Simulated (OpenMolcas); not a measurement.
## CH3Cl3Sn: excited-state calculation (part 2 of 2)

The same run, continued: CH3Cl3Sn; CASSCF/def2-SVP (OpenMolcas 26.06). The geometry comes from this level: GFN2-xTB.

Geometry of the input (Å):
```
C  -0.9273  -0.2824  0.8956
Sn 0.6319  0.1911  -0.6092
Cl 2.5273  -1.1367  -0.3747
Cl -0.1191  -0.1144  -2.7901
Cl 1.3544  2.3989  -0.4715
H  -1.2117  -1.3174  0.7544
H  -0.4927  -0.1228  1.8743
H  -1.7628  0.3837  0.7212
```

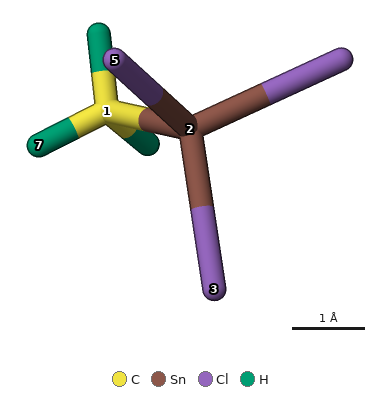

**Figure 1.** The structure (stick view, seen at an oblique angle; atoms are numbered from 1 in the order of the input). Sticks mark near contacts.

## Output, continued
```
          iter iter root      energy       change     param      element    value   shift minimum  type update hh:mm:ss
 Nr of preliminary CI iterations:   1
      Total energies have been shifted. Add                -1000.00 au
        1   1   17    0  -630.94001535    0.00E+00  -1.14E-01*  34  50 1 -2.44E-02*  0.31   0.00    SX    NO    0:00:00
        2   1   23    0  -630.94630315   -6.29E-03*  6.42E-02   42  45 1  1.03E-02*  0.32   0.00    SX    NO    0:00:00
        3   1   12    0  -630.94888300   -2.58E-03*  4.28E-02   35  42 1  1.08E-02*  0.32   0.00    SX    NO    0:00:00
        4   1   15    0  -630.95151663   -2.63E-03*  4.04E-02   35  42 1  7.33E-03*  0.31   0.00    SX    NO    0:00:00
        5   1   15    0  -630.95348566   -1.97E-03* -1.42E-01*  37  40 1 -5.39E-03*  0.31   2.41    QN   YES    0:00:00
        6   1   11    0  -630.95781001   -4.32E-03* -1.17E-01*  35  42 1 -7.07E-03*  0.31   1.58    QN   YES    0:00:00
        7   1   16    0  -630.96034171   -2.53E-03* -8.51E-02   35  42 1 -1.26E-02*  0.31   1.56    QN   YES    0:00:00
        8   1   15    0  -630.96235003   -2.01E-03*  6.97E-02   35  42 1 -1.40E-02*  0.31   1.60    QN   YES    0:00:00
        9   1   34    0  -630.96465325   -2.30E-03*  5.87E-02   35  42 1 -1.15E-02*  0.31   1.75    QN   YES    0:00:00
       10   1   17    0  -630.96738141   -2.73E-03* -5.31E-02   35  42 1 -5.54E-03*  0.31   1.88    QN   YES    0:00:00
       11   1   16    0  -630.96978544   -2.40E-03* -6.98E-02   34  39 1  4.02E-03*  0.30   1.90    QN   YES    0:00:00
       12   1   17    0  -630.97135354   -1.57E-03* -7.69E-02   35  42 1  5.14E-03*  0.30   1.91    QN   YES    0:00:00
       13   1   17    0  -630.97237452   -1.02E-03*  7.97E-02   35  42 1  6.34E-03*  0.30   1.97    QN   YES    0:00:00
       14   1   17    0  -630.97312292   -7.48E-04*  7.85E-02   35  42 1  5.26E-03*  0.30   1.99    QN   YES    0:00:00
       15   1   16    0  -630.97370523   -5.82E-04*  7.72E-02   35  42 1  2.74E-03*  0.30   1.95    QN   YES    0:00:00
       16   1   17    0  -630.97421685   -5.12E-04* -8.49E-02   34  39 1 -1.63E-03*  0.29   1.97    QN   YES    0:00:00
       17   1   16    0  -630.97478873   -5.72E-04*  1.09E-01*  35  42 1 -3.45E-03*  0.29   1.76    QN   YES    0:00:00
       18   1   16    0  -630.97542244   -6.34E-04*  1.01E-01*  35  42 1 -6.32E-03*  0.29   1.48    QN   YES    0:00:00
       19   1   16    0  -630.97610375   -6.81E-04* -9.52E-02   35  42 1 -7.76E-03*  0.29   1.71    QN   YES    0:00:00
       20   1   16    0  -630.97696246   -8.59E-04* -6.26E-02   35  42 1 -7.15E-03*  0.29   1.73    QN   YES    0:00:00
       21   1   16    0  -630.97768363   -7.21E-04* -3.57E-02   35  42 1 -4.04E-03*  0.29   1.72    QN   YES    0:00:00
       22   1   15    0  -630.97805945   -3.76E-04* -1.72E-02   38  44 1  1.21E-03*  0.29   1.52    LS   YES    0:00:00
       23   1   15    0  -630.97810966   -5.02E-05*  8.90E-03   37  82 1 -1.07E-03*  0.29   1.09    QN   YES    0:00:00
       24   1   14    0  -630.97818140   -7.17E-05*  1.11E-02   35  42 1  9.10E-04*  0.29   2.33    LS   YES    0:00:00
       25   1   14    0  -630.97821627   -3.49E-05*  1.17E-02   35  42 1  8.21E-04*  0.29   1.08    QN   YES    0:00:00
       26   1   13    0  -630.97824006   -2.38E-05* -1.10E-02   34  43 1 -3.44E-04*  0.29   1.59    QN   YES    0:00:00
       27   1   12    0  -630.97825930   -1.92E-05*  4.86E-03   35  42 1 -3.36E-04*  0.29   1.22    QN   YES    0:00:00
       28   1   12    0  -630.97826766   -8.36E-06*  5.40E-03   35  42 1 -3.36E-04*  0.29   2.16    LS   YES    0:00:00
       29   1   13    0  -630.97827107   -3.41E-06*  4.08E-03   35  42 1 -3.35E-04*  0.29   1.05    QN   YES    0:00:00
       30   1   12    0  -630.97827620   -5.12E-06*  5.34E-03   37  82 1 -1.77E-04*  0.29   2.34    LS   YES    0:00:00
       31   1   12    0  -630.97827872   -2.53E-06*  2.89E-03   42  52 1  1.67E-04*  0.29   1.03    QN   YES    0:00:00
       32   1   12    0  -630.97828173   -3.00E-06*  1.11E-02   35  42 1  1.63E-04*  0.29   2.50    QN   YES    0:00:00
       33   1   12    0  -630.97828861   -6.89E-06*  7.14E-03   37  82 1  1.84E-04*  0.29   1.44    QN   YES    0:00:00
       34   1   12    0  -630.97829211   -3.50E-06*  1.29E-02   37  82 1  1.93E-04*  0.29   2.50    QN   YES    0:00:00
       35   1   12    0  -630.97829833   -6.22E-06*  1.33E-02   42  52 1 -2.37E-04*  0.29   2.02    QN   YES    0:00:00
       36   1   12    0  -630.97830485   -6.52E-06*  1.38E-02   35  42 1 -2.08E-04*  0.29   2.10    QN   YES    0:00:00
       37   1   12    0  -630.97831211   -7.26E-06* -1.39E-02   35  42 1 -2.15E-04*  0.29   1.93    QN   YES    0:00:00
       38   1   12    0  -630.97831936   -7.25E-06* -1.40E-02   37  82 1 -1.65E-04*  0.29   1.89    QN   YES    0:00:00
       39   1   12    0  -630.97832678   -7.42E-06* -1.45E-02   42  49 1  1.99E-04*  0.29   1.92    QN   YES    0:00:00
       40   1   13    0  -630.97833487   -8.09E-06* -1.75E-02   42  49 1  2.20E-04*  0.29   2.02    QN   YES    0:00:00
       41   1   13    0  -630.97834478   -9.91E-06*  2.52E-02   35  42 1  2.49E-04*  0.29   2.17    QN   YES    0:00:00
       42   1   13    0  -630.97835809   -1.33E-05*  3.51E-02   35  42 1  2.67E-04*  0.29   2.24    QN   YES    0:00:00
       43   1   13    0  -630.97837558   -1.75E-05*  4.23E-02   33  53 1 -3.04E-04*  0.29   2.21    QN   YES    0:00:00
       44   1   13    0  -630.97839658   -2.10E-05*  4.41E-02   42  49 1 -4.20E-04*  0.29   2.14    QN   YES    0:00:00
       45   1   14    0  -630.97841880   -2.22E-05*  3.95E-02   42  49 1 -5.68E-04*  0.29   2.08    QN   YES    0:00:00
       46   1   13    0  -630.97843931   -2.05E-05*  3.13E-02   42  49 1 -5.59E-04*  0.29   1.95    LS   YES    0:00:00
       47   1   13    0  -630.97844554   -6.24E-06*  3.07E-03   42  49 1 -5.56E-04*  0.29   1.20    QN   YES    0:00:00
       48   1   13    0  -630.97845610   -1.06E-05*  4.44E-03   42  49 1 -3.48E-04*  0.29   2.50    LS   YES    0:00:00
       49   1   13    0  -630.97846275   -6.64E-06*  7.50E-03   34  44 1 -2.35E-04*  0.29   1.15    QN   YES    0:00:00
       50   1   12    0  -630.97846660   -3.85E-06*  1.38E-02   34  43 1  1.40E-04*  0.29   1.33    QN   YES    0:00:00
       51   1   12    0  -630.97846895   -2.35E-06*  6.48E-03   35  42 1  1.70E-04*  0.29   0.70    QN   YES    0:00:00
       52   1   11    0  -630.97847076   -1.81E-06* -3.92E-03   42  49 1  8.51E-05   0.29   1.51    QN   YES    0:00:00
       53   1   10    0  -630.97847164   -8.80E-07* -2.54E-03   42  45 1 -5.01E-05   0.29   1.72    QN   YES    0:00:00
       54   1   11    0  -630.97847233   -6.88E-07*  3.39E-03   42  45 1 -5.00E-05   0.29   1.69    QN   YES    0:00:00
       55   1   11    0  -630.97847279   -4.64E-07*  2.92E-03   35  42 1 -5.19E-05   0.29   1.66    QN   YES    0:00:00
       56   1   11    0  -630.97847309   -2.92E-07*  1.70E-03   42  46 1  3.17E-05   0.29   1.61    QN   YES    0:00:00
       57   1   10    0  -630.97847324   -1.58E-07*  6.07E-04   42  46 1  2.12E-05   0.29   1.51    QN   YES    0:00:00
       58   1    9    0  -630.97847331   -7.06E-08*  3.78E-04   42  82 1  1.28E-05   0.29   1.54    QN   YES    0:00:00
       59   1    9    0  -630.97847335   -3.37E-08*  5.20E-04   35  42 1  1.23E-05   0.29   1.52    QN   YES    0:00:00
       60   1    8    0  -630.97847336   -1.55E-08*  3.35E-04   35  42 1  6.51E-06   0.29   1.50    QN   YES    0:00:00
       61   1    8    0  -630.97847337   -6.82E-09  -1.36E-04   33  44 1  3.91E-06   0.29   1.43    QN   YES    0:00:00
      Convergence after 61 iterations
       62   1    8    0  -630.97847337   -3.13E-09  -1.36E-04   38  39 1 -2.83E-06   0.29   1.43    QN   YES    0:00:00

      ************************************************************************************************************************
                                                      Wave function printout:
                       occupation of active orbitals, and spin coupling of open shells (u,d: Spin up or down)
      ************************************************************************************************************************

      Note: transformation to natural orbitals
      has been made, which may change the order of the CSFs.

      printout of CI-coefficients larger than  0.05 for root  1
      energy=   -1631.155189
      conf/sym  111111     Coeff  Weight
             1  222000  -0.98875 0.97763
             4  22u00d  -0.06449 0.00416
            11  220200   0.05509 0.00303
            14  220u0d   0.05392 0.00291

      printout of CI-coefficients larger than  0.05 for root  2
      energy=   -1630.893317
      conf/sym  111111     Coeff  Weight
             5  2u2d00   0.85606 0.73284
             7  2u200d   0.11706 0.01370
             8  u22d00  -0.39695 0.15757
            10  u2200d   0.26005 0.06762
            17  2ud200  -0.07698 0.00593
            23  u2d200  -0.08119 0.00659

      printout of CI-coefficients larger than  0.05 for root  3
      energy=   -1630.886914
      conf/sym  111111     Coeff  Weight
             5  2u2d00  -0.39825 0.15861
             7  2u200d  -0.25983 0.06751
             8  u22d00  -0.84941 0.72149
            10  u2200d   0.15199 0.02310
            17  2ud200   0.10728 0.01151

      Natural orbitals and occupation numbers for root  1
      sym 1:   1.999586   1.990775   1.977793   0.021375   0.009917   0.000554

      Natural orbitals and occupation numbers for root  2
      sym 1:   1.894203   1.099141   1.977724   0.930299   0.007226   0.091408

      Natural orbitals and occupation numbers for root  3
      sym 1:   1.113895   1.882195   1.976471   0.918661   0.007130   0.101648

      ************************************************************************************************************************
      *                                                    Final results                                                     *
      ************************************************************************************************************************

++    Final optimization conditions:
      ------------------------------

      Average CI energy                           -1630.97847337
      RASSCF energy for state  3                  -1630.88691432
      Super-CI energy                                -0.00000000
      RASSCF energy change                           -0.00000000
      Max change in MO coefficients               3.984E-04
      Max non-diagonal density matrix element    -1.357E-04
      Maximum BLB matrix element                 -2.828E-06
      (orbital pair  38,  39 in symmetry   1)
      Norm of electronic gradient            6.942E-02
--

      Final state energy(ies):
      ------------------------

::    RASSCF root number  1 Total energy:  -1631.15518905
::    RASSCF root number  2 Total energy:  -1630.89331675
::    RASSCF root number  3 Total energy:  -1630.88691432
      Von Neumann Entropy (Root   1) =  0.13408

      Mulliken population analysis for root number:  1
      -----------------------------------------------

++    Molecular charges:
      ------------------

      Mulliken charges per centre
      ---------------------------

                C1      SN2     CL3     CL4     CL5     H6      H7      H8
      Total    6.3593 20.7407 17.3084 17.3758 17.4576  0.9179  0.9233  0.9170

      N-E     -0.3593  1.2593 -0.3084 -0.3758 -0.4576  0.0821  0.0767  0.0830

      Total electronic charge=   82.000000

      Total            charge=   -0.000000
--

      Expectation values of various properties for root number:  1
      -----------------------------------------------------------

++    Molecular properties:
      ---------------------

      Charge (e):
                      =   -0.0000
      Dipole Moment (debye):
      Origin of the operator (angstrom)=    0.8035    0.2443   -0.7759
                   X= -2.3036E+00               Y= -1.6887E+00               Z=  2.4729E+00           Total=  3.7780E+00
      Quadrupole Moment (debye*angstrom):
      Origin of the operator (angstrom)=    0.8035    0.2443   -0.7759
                  XX= -7.0147E+01              XY= -1.3996E-01              XZ= -3.5640E+00              YY= -7.5871E+01
                  YZ= -1.5078E+00              ZZ= -7.1628E+01
      In traceless form (debye*angstrom)
                  XX=  3.6028E+00              XY= -2.0994E-01              XZ= -5.3461E+00              YY= -4.9840E+00
                  YZ= -2.2617E+00              ZZ=  1.3811E+00
--

      Von Neumann Entropy (Root   2) =  1.31126

      Mulliken population analysis for root number:  2
      -----------------------------------------------

++    Molecular charges:
      ------------------

      Mulliken charges per centre
      ---------------------------

                C1      SN2     CL3     CL4     CL5     H6      H7      H8
      Total    6.4311 21.1943 17.0832 17.4232 17.0988  0.9228  0.9259  0.9207

      N-E     -0.4311  0.8057 -0.0832 -0.4232 -0.0988  0.0772  0.0741  0.0793

      Total electronic charge=   82.000000

      Total            charge=   -0.000000
--

      Expectation values of various properties for root number:  2
      -----------------------------------------------------------

++    Molecular properties:
      ---------------------

      Charge (e):
                      =   -0.0000
      Dipole Moment (debye):
      Origin of the operator (angstrom)=    0.8035    0.2443   -0.7759
                   X=  7.0453E-01               Y=  1.1319E-01               Z=  2.9555E+00           Total=  3.0404E+00
      Quadrupole Moment (debye*angstrom):
      Origin of the operator (angstrom)=    0.8035    0.2443   -0.7759
                  XX= -6.9803E+01              XY= -3.6260E-01              XZ= -1.9140E+00              YY= -6.7927E+01
                  YZ= -1.0082E+00              ZZ= -7.3904E+01
      In traceless form (debye*angstrom)
                  XX=  1.1125E+00              XY= -5.4390E-01              XZ= -2.8711E+00              YY=  3.9265E+00
                  YZ= -1.5124E+00              ZZ= -5.0391E+00
--

      Von Neumann Entropy (Root   3) =  1.33258

      Mulliken population analysis for root number:  3
      -----------------------------------------------

++    Molecular charges:
      ------------------

      Mulliken charges per centre
      ---------------------------

                C1      SN2     CL3     CL4     CL5     H6      H7      H8
      Total    6.4394 21.1989 17.1074 17.4190 17.0652  0.9230  0.9261  0.9210

      N-E     -0.4394  0.8011 -0.1074 -0.4190 -0.0652  0.0770  0.0739  0.0790

      Total electronic charge=   82.000000

      Total            charge=   -0.000000
--

      Expectation values of various properties for root number:  3
      -----------------------------------------------------------

++    Molecular properties:
      ---------------------

      Charge (e):
                      =   -0.0000
      Dipole Moment (debye):
      Origin of the operator (angstrom)=    0.8035    0.2443   -0.7759
                   X=  6.6684E-01               Y=  5.6069E-01               Z=  2.8776E+00           Total=  3.0066E+00
      Quadrupole Moment (debye*angstrom):
      Origin of the operator (angstrom)=    0.8035    0.2443   -0.7759
                  XX= -7.0193E+01              XY=  8.1416E-02              XZ= -1.7759E+00              YY= -6.7731E+01
                  YZ= -6.9768E-01              ZZ= -7.3754E+01
      In traceless form (debye*angstrom)
                  XX=  5.4947E-01              XY=  1.2212E-01              XZ= -2.6638E+00              YY=  4.2425E+00
                  YZ= -1.0465E+00              ZZ= -4.7920E+00
--

      Average orbitals are written to the RASORB file
      Natural orbitals for root   1 are written to the RASORB.1 file
      Natural orbitals for root   2 are written to the RASORB.2 file
      Natural orbitals for root   3 are written to the RASORB.3 file
      Spin density orbitals for root   1 are written to the SPDORB.1 file
      Spin density orbitals for root   2 are written to the SPDORB.2 file
      Spin density orbitals for root   3 are written to the SPDORB.3 file

--- Stop Module: rasscf /rc=_RC_ALL_IS_WELL_ ---
           step2.SpdOrb.1 step2.SpdOrb.2 step2.SpdOrb.3 xmldump
--- Module rasscf spent 23 seconds ---

.##################.
.# Happy landing! #.
.##################.

    Timing: Wall=25.81 User=24.15 System=1.19
```
